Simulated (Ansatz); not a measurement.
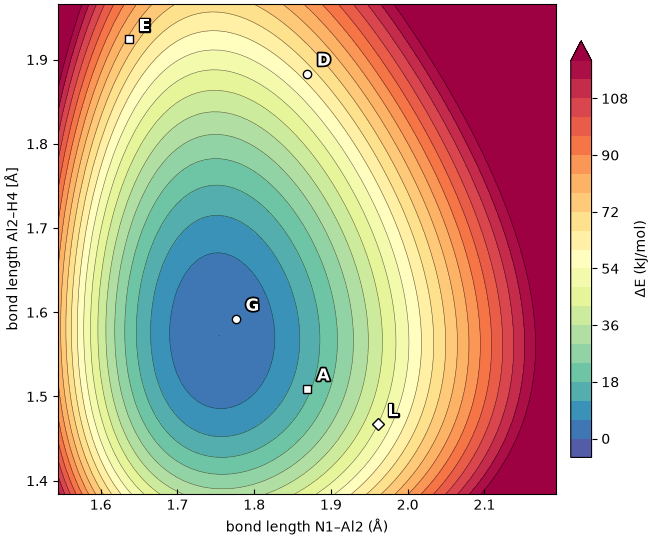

AlH3N, SMILES [NH][AlH2], spin multiplicity 2. The first coordinate is: bond length N1–Al2; the second: bond length Al2–H4. Nothing is relaxed (all other coordinates rigid). The grid has 15 × 15 points. All energies are given in kJ/mol relative to the relaxed molecule at the same level. All numbers below come from UHF/def2-TZVP in Ansatz.

Drawn: filled contours, one colour for all values above the top of the scale, lettered points. Between grid points the surface is interpolated.

> Is G the lowest point of the computed grid?

Yes. G, at bond length N1–Al2 = 1.776 Å, bond length Al2–H4 = 1.592 Å, has the lowest energy of the grid.

> What kind of point is each of A, D, E, G, L: minimum, saddle, maximum or slope?

A: on a slope; D: on a slope; E: on a slope; G: minimum; L: on a slope. (In these two coordinates alone; a stationary point may lie a little off the grid point.)
